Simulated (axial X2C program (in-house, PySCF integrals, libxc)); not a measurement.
# A two-component session on OsLi⁺: properties at the nuclei

Wanted for OsLi⁺: properties at the nuclei, at the two-component level.

Program: an in-house X2C program for linear molecules on PySCF integrals. Level of theory: two-component X2C with atomic mean-field terms, Os dyall-cv3z, Li dyall-cv3z. These are calculated values, not measurements.

### 1 Input

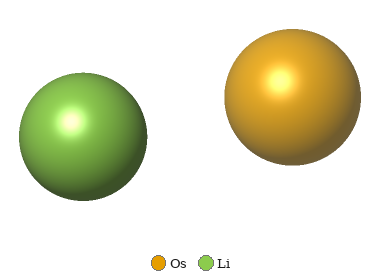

The two atoms at 2.620 Å (osmium amber, lithium green).

File task.json:

```json
{"zs": [76, 3], "q": 1, "bas": ["dyall-cv3z", "dyall-cv3z"], "r0": 2.62, "levels": ["PBE0", "HF", "B3LYP", "BP86", "TPSSh"], "nst": 3}
```

Keys: zs atomic numbers; q charge; bas basis sets; r0 starting distance in Å; levels methods (HF also brings MP2); nst determinants followed.

Started as:

```sh
> python soeom.py task.json out
```

After this run come: Expectation values, lowest determinant; Expectation values, a higher determinant; Expectation values, a higher determinant.

**Question.** What will these runs give? Wanted: lowest determinant; Eeff magnitude; Ws magnitude Os; A∥/gI Os; qzz Os; higher determinant (for each run or level that gives them).

As calculated:

| quantity | value |
| --- | --- |
| lowest determinant | Ω = 3 (excess of +ω over −ω: ω = 1/2, ω = 5/2) |
| Eeff magnitude (GV/cm), PBE0 | 12.9 |
| Ws magnitude Os (kHz), PBE0 | 4.64 |
| A∥/gI Os (MHz), PBE0 | 1240 |
| qzz Os (a.u.), PBE0 | -4.14 |
| higher determinant | Ω = 4 (excess of +ω over −ω: ω = 3/2, ω = 5/2) |
| Eeff magnitude (GV/cm), PBE0, higher determinant | 6.96 |
| Ws magnitude Os (kHz), PBE0, higher determinant | 1.93 |
| A∥/gI Os (MHz), PBE0, higher determinant | 1540 |
| qzz Os (a.u.), PBE0, higher determinant | 3.98 |
| higher determinant | Ω = 2 (excess of +ω over −ω: ω = -1/2, ω = 5/2) |
| Eeff magnitude (GV/cm), PBE0, higher determinant | 9.96 |
| Ws magnitude Os (kHz), PBE0, higher determinant | 5.1 |
| A∥/gI Os (MHz), PBE0, higher determinant | 148 |
| qzz Os (a.u.), PBE0, higher determinant | -4.94 |

In words: In the first state, the effective field runs from 8.17 to 54.7 GV/cm over the mean-field levels, so the levels don't agree on it. The expectation values come from single determinants, which for open shells can mix terms of unlike spin or miss the lowest Ω, so a determinant need not be a state. Eeff is the effective electric field on the electron dipole moment in this Ω state and Ws the scalar–pseudoscalar constant (defined with the proton number Z and per Ω); A∥ is the parallel hyperfine constant, which follows by multiplying with the nuclear g factor gI = μI/(I μN); qzz is the electric field gradient, eQq0 = 234.96 MHz × Q/barn × qzz. The operators were transformed with the bare-nucleus X2C matrices. A second determinant lies within 0.1 eV of the first, so their order is not settled at this level.
